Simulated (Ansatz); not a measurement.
# TiAl: biaxial against axial strain, part 2 of 2

The task, for TiAl: strain the cell in the xy plane and along z independently.

Ansatz 0.2.0; DFT PBEsol, scalar-relativistic, plane waves, PAW. Earlier steps stand in the parts before.

**17. Point p = 0.000, q = -0.015**

File input.yaml:

```yaml
crystal:
  lattice:
    - [2.8672622327, 0.0, 0.0]
    - [-1.4336311163, 2.4831219328, 0.0]
    - [0.0, 0.0, 4.607911755]
  atoms:
    - { symbol: Ti, position: [0.0, 0.0, 0.0] }
    - { symbol: Al, position: [0.3333333333, 0.6666666667, 0.5] }
basis:
  ecutwfc: 420
kpoints:
  mp_grid: { grid: [18, 18, 10] }
hamiltonian:
  xc: pbesol
scf:
  occupations: { method: gaussian, width: 0.15 }
output:
  forces: true
  stress: true
  eigenvalues: true
```

Launch:

```console
ansatz run input.yaml --threads 1 --pin off --max-ram 2560MiB --backend cpu --events-out ev --progress --plain --runs-dir out
```

Log, shortened:

```text
[...]
SCF converged after 6 iterations
Free energy (F): -2998.961690 eV
[...]
E sigma→0 (E₀):  -2998.947464 eV
Entropy (-TS):   -0.028451 eV (-14.226 meV/atom)
Fermi energy:    10.541182 eV
[...]
--- Forces (eV/Å), atoms counted from 1 ---
  atom   1  Ti    -0.00000000     0.00000000     0.00000000
  atom   2  Al     0.00000000    -0.00000000     0.00000000
[...]
--- Stress (GPa, compression-positive) ---
       -1.394051       0.000000       0.000000
        0.000000      -1.394051       0.000000
        0.000000       0.000000      -0.415389
  P = ⅓ Tr σ = -1.0678 GPa (-10.678 kbar)
--- Band table (eV; the first three rows and the last of 222) ---
  k-point 0: bands = ["-45.6844", "-22.1229", "-21.6960", "-21.6960", "1.5882", "8.2857", "8.8357", "11.8317", "11.8317", "13.3187", "13.3187", "14.7027"]
[...]
```

Wall time 16 s (1 thread of Intel Xeon at 2.50GHz (Skylake/Cascade Lake), shared host); peak memory 0.41 GiB.

**18. p = 0.000, q = 0.015**

Changes to input.yaml since step 17:

```diff
@@ -4,3 +4,3 @@
     - [-1.4336311163, 2.4831219328, 0.0]
-    - [0.0, 0.0, 4.607911755]
+    - [0.0, 0.0, 4.748254245]
   atoms:
```

Launch:

```console
ansatz run input.yaml --threads 1 --pin off --max-ram 2560MiB --backend cpu --events-out ev --progress --plain --runs-dir out
```

Log, shortened:

```text
Warning: RAYON_NUM_THREADS=1 ignored (pool sized by the plan → 1); use --threads N
[...]
[... 4 set-up lines as earlier in the session ...]
[...]
Crystal: 2 atoms, lattice volume = 33.806 Å³
[...]
  atom   1  Ti    -0.00000000     0.00000000     0.00000000
  atom   2  Al     0.00000000    -0.00000000     0.00000000
[...]
--- Stress (GPa, compression-positive) ---
       -3.214347      -0.000000       0.000000
       -0.000000      -3.214347       0.000000
        0.000000       0.000000      -6.875932
  P = ⅓ Tr σ = -4.4349 GPa (-44.349 kbar)
--- Band table (eV; the first three rows and the last of 222) ---
  k-point 0: bands = ["-46.1061", "-22.5380", "-22.1121", "-22.1121", "1.3070", "7.8344", "8.2522", "11.4570", "11.4570", "12.9471", "12.9471", "13.8415"]
[...]
```

Wall time 16 s (1 thread of Intel Xeon at 2.50GHz (Skylake/Cascade Lake), shared host); peak memory 0.42 GiB.

**19. p = 0.015, q = -0.030**

Changes to input.yaml since step 18:

```diff
@@ -2,5 +2,5 @@
   lattice:
-    - [2.8672622327, 0.0, 0.0]
-    - [-1.4336311163, 2.4831219328, 0.0]
-    - [0.0, 0.0, 4.748254245]
+    - [2.9102711662, 0.0, 0.0]
+    - [-1.4551355831, 2.5203687618, 0.0]
+    - [0.0, 0.0, 4.53774051]
   atoms:
```

Launch:

```console
ansatz run input.yaml --threads 1 --pin off --max-ram 2560MiB --backend cpu --events-out ev --progress --plain --runs-dir out
```

Log, shortened:

```text
[...]
SCF converged after 6 iterations
Free energy (F): -2998.945212 eV
[...]
E sigma→0 (E₀):  -2998.930068 eV
Entropy (-TS):   -0.030288 eV (-15.144 meV/atom)
Fermi energy:    10.331170 eV
[...]
--- Forces (eV/Å), atoms counted from 1 ---
  atom   1  Ti     0.00000000     0.00000000     0.00000000
  atom   2  Al    -0.00000000     0.00000000     0.00000000
[...]
--- Stress (GPa, compression-positive) ---
       -3.637562       0.000000       0.000000
        0.000000      -3.637562       0.000000
        0.000000       0.000000       0.880966
  P = ⅓ Tr σ = -2.1314 GPa (-21.314 kbar)
--- Band table (eV; the first three rows and the last of 222) ---
  k-point 0: bands = ["-45.9394", "-22.3757", "-21.9902", "-21.9902", "1.5102", "8.2110", "8.8853", "11.5769", "11.5769", "12.9678", "12.9678", "14.7720"]
[...]
```

Run time: 13 s. Hardware: 1 thread of Intel Xeon at 2.50GHz (Skylake/Cascade Lake), shared host; peak memory 0.42 GiB.

**20. p = 0.015, q = 0.000**

Changes to input.yaml since step 19:

```diff
@@ -4,3 +4,3 @@
     - [-1.4551355831, 2.5203687618, 0.0]
-    - [0.0, 0.0, 4.53774051]
+    - [0.0, 0.0, 4.678083]
   atoms:
```

Launch:

```console
ansatz run input.yaml --threads 1 --pin off --max-ram 2560MiB --backend cpu --events-out ev --progress --plain --runs-dir out
```

Log, shortened:

```text
[...]
SCF converged after 6 iterations
Free energy (F): -2998.929887 eV
[...]
E sigma→0 (E₀):  -2998.915143 eV
Entropy (-TS):   -0.029487 eV (-14.744 meV/atom)
Fermi energy:    9.971908 eV
[...]
--- Forces (eV/Å), atoms counted from 1 ---
  atom   1  Ti     0.00000000     0.00000000     0.00000000
  atom   2  Al     0.00000000    -0.00000000     0.00000000
[...]
--- Stress (GPa, compression-positive) ---
       -5.558681       0.000000       0.000000
        0.000000      -5.558681       0.000000
        0.000000       0.000000      -5.484135
  P = ⅓ Tr σ = -5.5338 GPa (-55.338 kbar)
--- Band table (eV; the first three rows and the last of 222) ---
  k-point 0: bands = ["-46.3609", "-22.7877", "-22.4072", "-22.4072", "1.2308", "7.7648", "8.2830", "11.2054", "11.2054", "12.5997", "12.5997", "13.8960"]
[...]
```

Wall time 13 s (1 thread of Intel Xeon at 2.50GHz (Skylake/Cascade Lake), shared host); peak memory 0.42 GiB.

**21. p = 0.015, q = 0.030**

Changes to input.yaml since step 20:

```diff
@@ -4,3 +4,3 @@
     - [-1.4551355831, 2.5203687618, 0.0]
-    - [0.0, 0.0, 4.678083]
+    - [0.0, 0.0, 4.81842549]
   atoms:
```

Launch:

```console
ansatz run input.yaml --threads 1 --pin off --max-ram 2560MiB --backend cpu --events-out ev --progress --plain --runs-dir out
```

Log, shortened:

```text
[...]
SCF converged after 6 iterations
Free energy (F): -2998.876849 eV
[...]
E sigma→0 (E₀):  -2998.862682 eV
Entropy (-TS):   -0.028334 eV (-14.167 meV/atom)
Fermi energy:    9.634362 eV
[...]
--- Forces (eV/Å), atoms counted from 1 ---
  atom   1  Ti    -0.00000000     0.00000000     0.00000000
  atom   2  Al     0.00000000    -0.00000000     0.00000000
[...]
--- Stress (GPa, compression-positive) ---
       -6.982965       0.000000       0.000000
        0.000000      -6.982965       0.000000
        0.000000       0.000000     -10.863867
  P = ⅓ Tr σ = -8.2766 GPa (-82.766 kbar)
--- Band table (eV; the first three rows and the last of 222) ---
  k-point 0: bands = ["-46.7613", "-23.1833", "-22.8022", "-22.8022", "0.9679", "7.3278", "7.7373", "10.8484", "10.8484", "12.2455", "12.2455", "13.0842"]
[...]
```

Run time: 15 s. Hardware: 1 thread of Intel Xeon at 2.50GHz (Skylake/Cascade Lake), shared host; peak memory 0.42 GiB.

**22. p = 0.030, q = -0.015**

Changes to input.yaml since step 21:

```diff
@@ -2,5 +2,5 @@
   lattice:
-    - [2.9102711662, 0.0, 0.0]
-    - [-1.4551355831, 2.5203687618, 0.0]
-    - [0.0, 0.0, 4.81842549]
+    - [2.9532800997, 0.0, 0.0]
+    - [-1.4766400498, 2.5576155908, 0.0]
+    - [0.0, 0.0, 4.607911755]
   atoms:
```

Launch:

```console
ansatz run input.yaml --threads 1 --pin off --max-ram 2560MiB --backend cpu --events-out ev --progress --plain --runs-dir out
```

Log, shortened:

```text
[...]
SCF converged after 6 iterations
Free energy (F): -2998.904242 eV
[...]
E sigma→0 (E₀):  -2998.888568 eV
Entropy (-TS):   -0.031348 eV (-15.674 meV/atom)
Fermi energy:    9.774742 eV
[...]
--- Forces (eV/Å), atoms counted from 1 ---
  atom   1  Ti    -0.00000000    -0.00000000     0.00000000
  atom   2  Al     0.00000000     0.00000000     0.00000000
[...]
--- Stress (GPa, compression-positive) ---
       -7.487160       0.000000       0.000000
       -0.000000      -7.487160       0.000000
        0.000000       0.000000      -4.268083
  P = ⅓ Tr σ = -6.4141 GPa (-64.141 kbar)
--- Band table (eV; the first three rows and the last of 222) ---
  k-point 0: bands = ["-46.6053", "-23.0292", "-22.6853", "-22.6853", "1.1577", "7.7040", "8.3296", "10.9635", "10.9635", "12.2683", "12.2683", "13.9569"]
[...]
```

It took 16 s on 1 thread of Intel Xeon at 2.50GHz (Skylake/Cascade Lake), shared host; peak memory 0.42 GiB.

**23. p = 0.030, q = 0.015**

Changes to input.yaml since step 22:

```diff
@@ -4,3 +4,3 @@
     - [-1.4766400498, 2.5576155908, 0.0]
-    - [0.0, 0.0, 4.607911755]
+    - [0.0, 0.0, 4.748254245]
   atoms:
```

Launch:

```console
ansatz run input.yaml --threads 1 --pin off --max-ram 2560MiB --backend cpu --events-out ev --progress --plain --runs-dir out
```

Log, shortened:

```text
[...]
SCF converged after 6 iterations
Free energy (F): -2998.857875 eV
[...]
E sigma→0 (E₀):  -2998.842569 eV
Entropy (-TS):   -0.030611 eV (-15.305 meV/atom)
Fermi energy:    9.432832 eV
[...]
--- Forces (eV/Å), atoms counted from 1 ---
  atom   1  Ti     0.00000000     0.00000000     0.00000000
  atom   2  Al     0.00000000    -0.00000000    -0.00000000
[...]
--- Stress (GPa, compression-positive) ---
       -8.987650      -0.000000       0.000000
        0.000000      -8.987650       0.000000
        0.000000       0.000000      -9.597017
  P = ⅓ Tr σ = -9.1908 GPa (-91.908 kbar)
--- Band table (eV; the first three rows and the last of 222) ---
  k-point 0: bands = ["-47.0055", "-23.4217", "-23.0813", "-23.0813", "0.8967", "7.2718", "7.7662", "10.6093", "10.6093", "11.9174", "11.9174", "13.1302"]
[...]
```

Run time: 16 s. Hardware: 1 thread of Intel Xeon at 2.50GHz (Skylake/Cascade Lake), shared host; peak memory 0.43 GiB.

**24. p = -0.015, q = -0.015**

Changes to input.yaml since step 23:

```diff
@@ -2,5 +2,5 @@
   lattice:
-    - [2.9532800997, 0.0, 0.0]
-    - [-1.4766400498, 2.5576155908, 0.0]
-    - [0.0, 0.0, 4.748254245]
+    - [2.8242532992, 0.0, 0.0]
+    - [-1.4121266496, 2.4458751038, 0.0]
+    - [0.0, 0.0, 4.607911755]
   atoms:
```

Launch:

```console
ansatz run input.yaml --threads 1 --pin off --max-ram 2560MiB --backend cpu --events-out ev --progress --plain --runs-dir out
```

Log, shortened:

```text
[...]
SCF converged after 6 iterations
Free energy (F): -2998.958955 eV
[...]
E sigma→0 (E₀):  -2998.945522 eV
Entropy (-TS):   -0.026864 eV (-13.432 meV/atom)
Fermi energy:    10.954104 eV
[...]
--- Forces (eV/Å), atoms counted from 1 ---
  atom   1  Ti    -0.00000000     0.00000000     0.00000000
  atom   2  Al     0.00000000    -0.00000000     0.00000000
[...]
--- Stress (GPa, compression-positive) ---
        2.393685       0.000000       0.000000
        0.000000       2.393685       0.000000
        0.000000       0.000000       1.765012
  P = ⅓ Tr σ = 2.1841 GPa (21.841 kbar)
--- Band table (eV; the first three rows and the last of 222) ---
  k-point 0: bands = ["-45.1995", "-21.6460", "-21.1673", "-21.1673", "1.8179", "8.6026", "9.1072", "12.2915", "12.2915", "13.8799", "13.8799", "15.0870"]
[...]
```

Run time: 16 s. Hardware: 1 thread of Intel Xeon at 2.50GHz (Skylake/Cascade Lake), shared host; peak memory 0.41 GiB.

**25. p = -0.015, q = 0.015**

Changes to input.yaml since step 24:

```diff
@@ -4,3 +4,3 @@
     - [-1.4121266496, 2.4458751038, 0.0]
-    - [0.0, 0.0, 4.607911755]
+    - [0.0, 0.0, 4.748254245]
   atoms:
```

Launch:

```console
ansatz run input.yaml --threads 1 --pin off --max-ram 2560MiB --backend cpu --events-out ev --progress --plain --runs-dir out
```

Log, shortened:

```text
Warning: RAYON_NUM_THREADS=1 ignored (pool sized by the plan → 1); use --threads N
[...]
[... 4 set-up lines as earlier in the session ...]
[...]
Crystal: 2 atoms, lattice volume = 32.800 Å³
[...]
  atom   1  Ti     0.00000000    -0.00000000     0.00000000
  atom   2  Al     0.00000000     0.00000000    -0.00000000
[...]
--- Stress (GPa, compression-positive) ---
        0.427694       0.000000       0.000000
       -0.000000       0.427694      -0.000000
        0.000000      -0.000000      -5.364285
  P = ⅓ Tr σ = -1.5030 GPa (-15.030 kbar)
--- Band table (eV; the first three rows and the last of 222) ---
  k-point 0: bands = ["-45.6338", "-22.0740", "-21.5954", "-21.5954", "1.5261", "8.1412", "8.5129", "11.9048", "11.9048", "13.4963", "13.4963", "14.2070"]
[...]
```

Run time: 16 s. Hardware: 1 thread of Intel Xeon at 2.50GHz (Skylake/Cascade Lake), shared host; peak memory 0.42 GiB.

**26. At p = 0.015, q = -0.015**

Changes to input.yaml since step 25:

```diff
@@ -2,5 +2,5 @@
   lattice:
-    - [2.8242532992, 0.0, 0.0]
-    - [-1.4121266496, 2.4458751038, 0.0]
-    - [0.0, 0.0, 4.748254245]
+    - [2.9102711662, 0.0, 0.0]
+    - [-1.4551355831, 2.5203687618, 0.0]
+    - [0.0, 0.0, 4.607911755]
   atoms:
```

Launch:

```console
ansatz run input.yaml --threads 1 --pin off --max-ram 2560MiB --backend cpu --events-out ev --progress --plain --runs-dir out
```

Log, shortened:

```text
Warning: RAYON_NUM_THREADS=1 ignored (pool sized by the plan → 1); use --threads N
[...]
[... 4 set-up lines as earlier in the session ...]
[...]
Crystal: 2 atoms, lattice volume = 33.799 Å³
[...]
  atom   1  Ti     0.00000000    -0.00000000     0.00000000
  atom   2  Al     0.00000000     0.00000000    -0.00000000
[...]
--- Stress (GPa, compression-positive) ---
       -4.667053       0.000000       0.000000
        0.000000      -4.667053      -0.000000
        0.000000      -0.000000      -2.427207
  P = ⅓ Tr σ = -3.9204 GPa (-39.204 kbar)
--- Band table (eV; the first three rows and the last of 222) ---
  k-point 0: bands = ["-46.1530", "-22.5839", "-22.2016", "-22.2016", "1.3683", "7.9867", "8.5767", "11.3893", "11.3893", "12.7819", "12.7819", "14.3258"]
[...]
```

Wall time 14 s (1 thread of Intel Xeon at 2.50GHz (Skylake/Cascade Lake), shared host); peak memory 0.42 GiB.

**27. Point p = 0.015, q = 0.015**

Changes to input.yaml since step 26:

```diff
@@ -4,3 +4,3 @@
     - [-1.4551355831, 2.5203687618, 0.0]
-    - [0.0, 0.0, 4.607911755]
+    - [0.0, 0.0, 4.748254245]
   atoms:
```

Launch:

```console
ansatz run input.yaml --threads 1 --pin off --max-ram 2560MiB --backend cpu --events-out ev --progress --plain --runs-dir out
```

Log, shortened:

```text
[...]
SCF converged after 6 iterations
Free energy (F): -2998.907687 eV
[...]
E sigma→0 (E₀):  -2998.893206 eV
Entropy (-TS):   -0.028962 eV (-14.481 meV/atom)
Fermi energy:    9.800586 eV
[...]
--- Forces (eV/Å), atoms counted from 1 ---
  atom   1  Ti     0.00000000     0.00000000     0.00000000
  atom   2  Al     0.00000000    -0.00000000     0.00000000
[...]
--- Stress (GPa, compression-positive) ---
       -6.326648       0.000000       0.000000
        0.000000      -6.326648       0.000000
        0.000000       0.000000      -8.294357
  P = ⅓ Tr σ = -6.9826 GPa (-69.826 kbar)
--- Band table (eV; the first three rows and the last of 222) ---
  k-point 0: bands = ["-46.5635", "-22.9874", "-22.6073", "-22.6073", "1.0974", "7.5451", "8.0035", "11.0252", "11.0252", "12.4210", "12.4210", "13.4824"]
[...]
```

Wall time 13 s (1 thread of Intel Xeon at 2.50GHz (Skylake/Cascade Lake), shared host); peak memory 0.42 GiB.

**28. The scan collected**

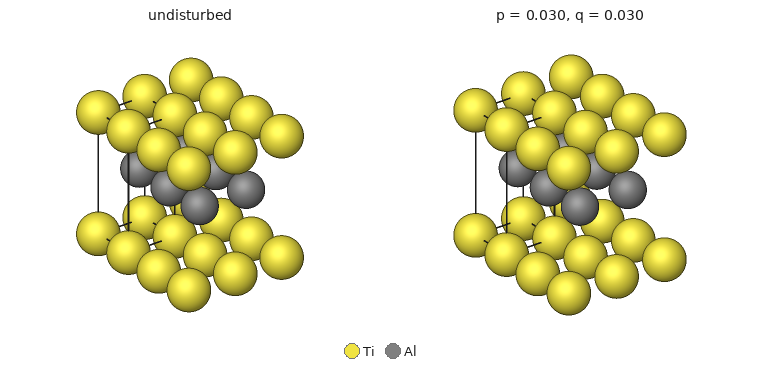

The undisturbed cell and the costliest point of the scan, at one scale, with neighbouring cells.

Energy above the undisturbed cell in meV/atom; points alike by symmetry are filled in, and a dash was not computed:

```csv
p \ q,-0.030,-0.015,0.000,0.015,0.030
-0.030,20.9,11.7,8.7,11.5,19.7
-0.015,3.7,-1.9,-1.8,3.8,14.3
0.000,-1.2,-3.3,0.0,8.3,21.3
0.015,4.9,6.2,12.6,23.7,39.1
0.030,20.8,25.4,34.8,48.6,66.4
```

Pressure in GPa:

```
 p \ q  -0.030  -0.015  0.000  0.015  0.030
-0.030     8.2     5.9    3.8    1.9    0.2
-0.015     4.3     2.2    0.2   -1.5   -3.1
 0.000     0.9    -1.1   -2.8   -4.4   -5.9
 0.015    -2.1    -3.9   -5.5   -7.0   -8.3
 0.030    -4.8    -6.4   -7.9   -9.2  -10.4
```

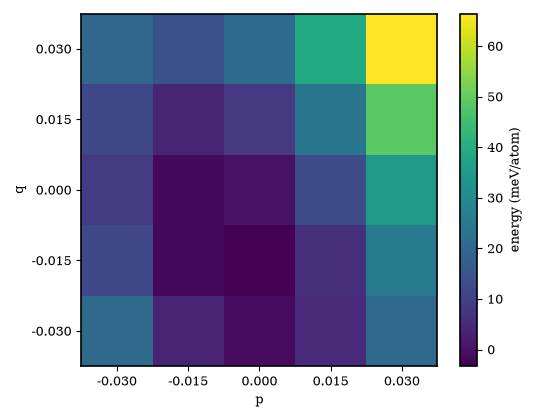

The energy map; blank cells were not computed.

**29. Results**

This closing draws on all 2 parts.

| quantity | value |
| --- | --- |
| highest point | 66.4 meV/atom at (p, q) = (0.030, 0.030) |
| lowest point away from the origin | -3.3 meV/atom at (0.000, -0.015) |

In words: Of the points run, the lowest is (0.000, -0.015), 3.3 meV/atom below the undisturbed cell, which was taken as given and not relaxed at this level. At |p| = |q| = 0.030, points where p and q have the same sign cost 43.6 meV/atom on average, those of opposite sign 20.3: stretching in the plane is cheaper with a contraction along z.
